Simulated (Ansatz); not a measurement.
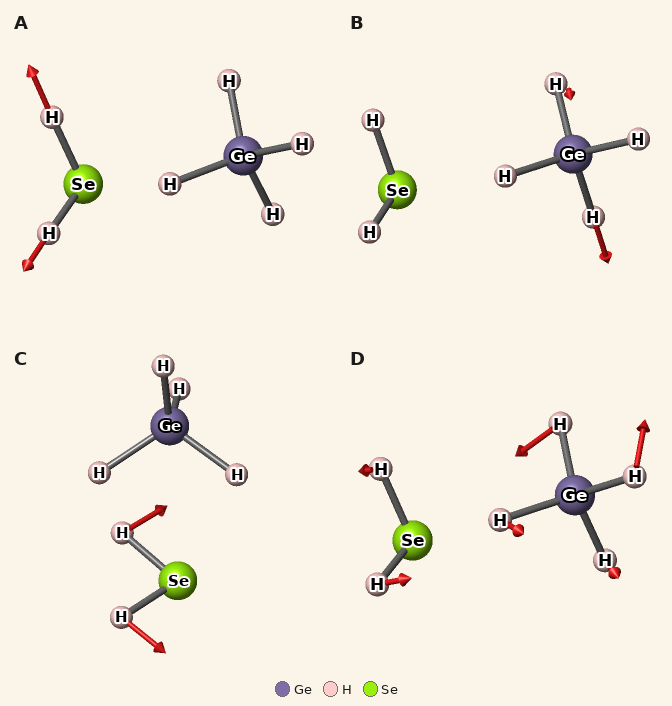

4 normal modes of one molecule or complex, as arrows. Harmonic vibrations computed with RKS PBE0-D4/def2-TZVP (Ansatz 0.2.0) at a stationary point of the same level.

> Match the panels to the wavenumbers 139 cm⁻¹, 1062 cm⁻¹, 2181 cm⁻¹, 2456 cm⁻¹.

A: 2456 cm⁻¹, in-phase stretching of 2 Se–H bonds
B: 2181 cm⁻¹, Ge–H stretching
C: 1062 cm⁻¹, H–Se–H bending
D: 139 cm⁻¹
